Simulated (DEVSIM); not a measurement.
System: GaAs p-n junction from an implanted or diffused profile, at 250 K.

```
layer (left to right)  material  thickness (μm)  Nd (cm⁻³)  τn (s)  τp (s)
---------------------  --------  --------------  ---------  ------  ------
1                          GaAs            12.0     1.7e16  2.7e-9  2.7e-9
```

Added acceptor profile: 7.8e17 cm⁻³ × exp(−(x − 0 μm)²/(2·(0.084 μm)²)). Left contact: ohmic. Right contact: ohmic. Voltage is applied to the left contact. Recombination: SRH at mid-gap, radiative. Mobility is μmin + (μ − μmin)/(1 + (N/Nref)^α).

This is a model device: material constants are rounded textbook-type values typed into the input, and sizes, dopings and lifetimes were drawn at random. Values at 300 K; Nc and Nv go as T^1.5, mobilities as T to minus their exponent, the gap by Varshni's rule with the affinity fixed.

| parameter | GaAs |
|---|---|
| gap (eV) | 1.424 |
| affinity (eV) | 4.07 |
| permittivity | 12.9 |
| Nc (cm⁻³) | 4.7e17 |
| Nv (cm⁻³) | 9e18 |
| μn (cm²/Vs) | 8500 |
| μp (cm²/Vs) | 400 |
| μn,min | 500 |
| μp,min | 20 |
| Nref,n | 6e16 |
| Nref,p | 1.5e17 |
| αn | 0.39 |
| αp | 0.38 |
| T exponent of μn | 2.1 |
| T exponent of μp | 2.2 |
| B (cm³/s) | 2e-10 |
| Varshni α (eV/K) | 0.000541 |
| Varshni β (K) | 204 |

Model (solved in DEVSIM): 1D drift-diffusion, Boltzmann statistics, complete ionisation; no tunnelling, impact ionisation, image-force lowering or self-heating.

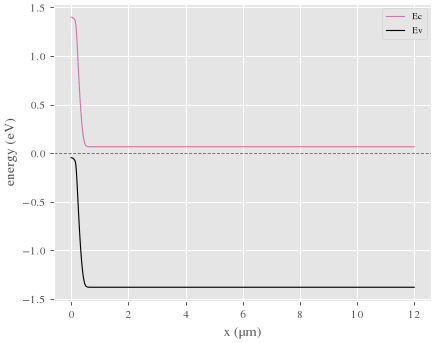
Fig. 1. Band edges at zero bias

Energies count from the Fermi level of the right contact; mesh points crowd at the junctions.

```
x (μm)   Ec (eV)  Ev (eV)  n (cm⁻³)  p (cm⁻³)  field (V/cm)
-------  -------  -------  --------  --------  ------------
0.000      1.399   -0.047     < 1e2    7.6e17          -140
0.01853    1.398   -0.048     < 1e2    7.4e17          -580
0.04551    1.395   -0.051     < 1e2    6.5e17         -1400
0.08027    1.389   -0.057     < 1e2    4.7e17         -2600
0.1462     1.358   -0.088     < 1e2    1.1e17        -11000
0.2033     1.156   -0.290     < 1e2    9.7e12        -55000
0.2554     0.851   -0.595     < 1e2   6900000        -58000
0.3293     0.474   -0.972     9.8e7     < 1e2        -43000
0.3814     0.283   -1.163    7.0e11     < 1e2        -31000
0.4674     0.108   -1.339    2.4e15     < 1e2        -11000
0.6316     0.066   -1.380    1.7e16     < 1e2           -85
1.152      0.066   -1.381    1.7e16     < 1e2           ≈ 0
2.069      0.066   -1.381    1.7e16     < 1e2           ≈ 0
3.820      0.066   -1.381    1.7e16     < 1e2           ≈ 0
8.012      0.066   -1.381    1.7e16     < 1e2           ≈ 0
9.931      0.066   -1.381    1.7e16     < 1e2           ≈ 0
10.97      0.066   -1.381    1.7e16     < 1e2           ≈ 0
11.48      0.066   -1.381    1.7e16     < 1e2           ≈ 0
11.80      0.066   -1.381    1.7e16     < 1e2           ≈ 0
11.91      0.066   -1.381    1.7e16     < 1e2           ≈ 0
11.97      0.066   -1.381    1.7e16     < 1e2           ≈ 0
12.00      0.066   -1.381    1.7e16     < 1e2           ≈ 0
```
